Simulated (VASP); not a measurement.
Input:

```yaml
crystal:
  lattice:
    - [2.88918, 0.00000, 0.00000]
    - [0.00000, 2.88918, 0.00000]
    - [0.00000, 0.00000, 2.88918]
  atoms:
    - { symbol: Al, position: [0.50000, 0.50000, 0.50000] }
    - { symbol: Fe, position: [0.00000, 0.00000, 0.00000] }
```

These are RPBE GGA, VASP's PBE PAW potentials (set 64) (plane waves; VASP) values and carry that method's errors. Settings: 520 eV cut-off, 14×14×14 Γ-centred mesh, tetrahedra with Blöchl corrections, potentials Al Fe.

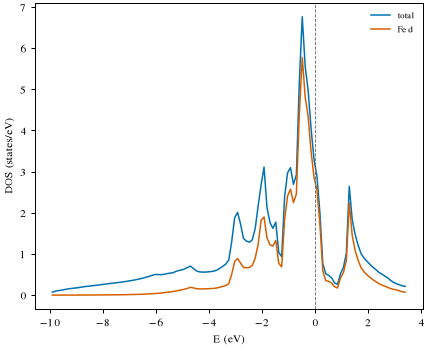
Figure. Total and projected density of states, zero at the Fermi level

Within 2 eV below the Fermi level the largest weight inside VASP's projection spheres is Fe d.

It has no gap at this level: it comes out as a metal or semimetal.

The compound is FeAl in the CsCl type structure. It was relaxed first. The run is not spin-polarised, so no magnetic state was tried. The electron count is odd and the run is not spin-polarised, which forces a metal.
